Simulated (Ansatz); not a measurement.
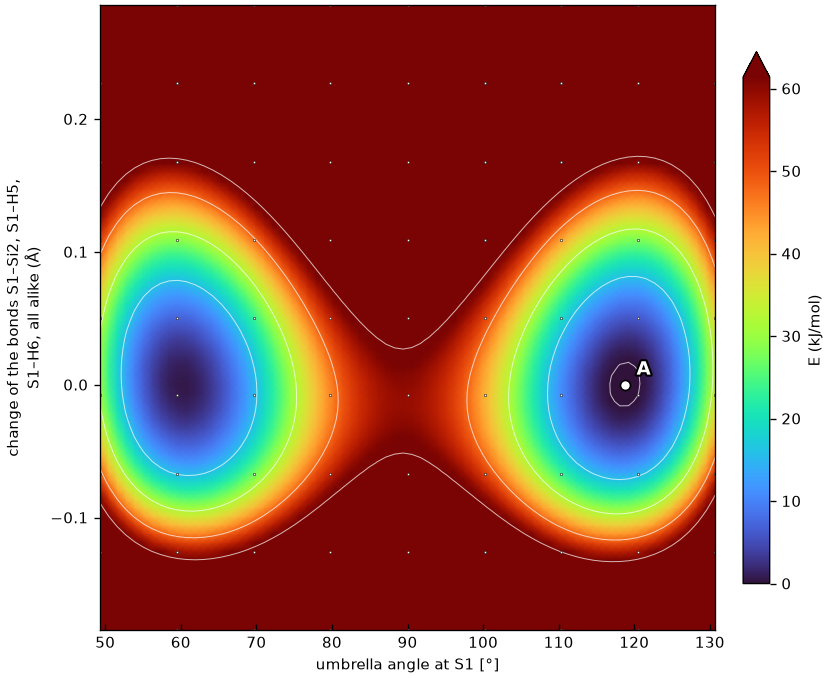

BH4OSSi, SMILES [SH2+][SiH]1BO1, charge +1. The first coordinate is: umbrella angle at S1 (between each of its bonds and their common axis; 90 is planar); the second: change of the bonds S1–Si2, S1–H5, S1–H6, all alike. Nothing is relaxed (all other coordinates rigid). The scan uses a 9 × 9 grid. Points are written as (first, second). Energies: kJ/mol, counted from the lowest grid point. Method: RKS r2SCAN0-D4/def2-SVP in Ansatz.

Drawn: a smooth colour map with a few white contour lines, dots at the grid points, one colour for all values above the top of the scale, the well A. Between grid points the surface is interpolated.

Where is the minimum, and how stiff is the well along each coordinate? Take the well at A.

The interpolated minimum is at the first coordinate ≈ 118.8°, the second coordinate ≈ 0.000 Å. The curvatures there are about 14 eV/rad² and 60 eV/Å², with a cross term of about −3 eV/(rad·Å). Round the minimum the two coordinates are weakly coupled (coupling −0.09 in units of the two stiffnesses). (1 eV is 96.5 kJ/mol.)
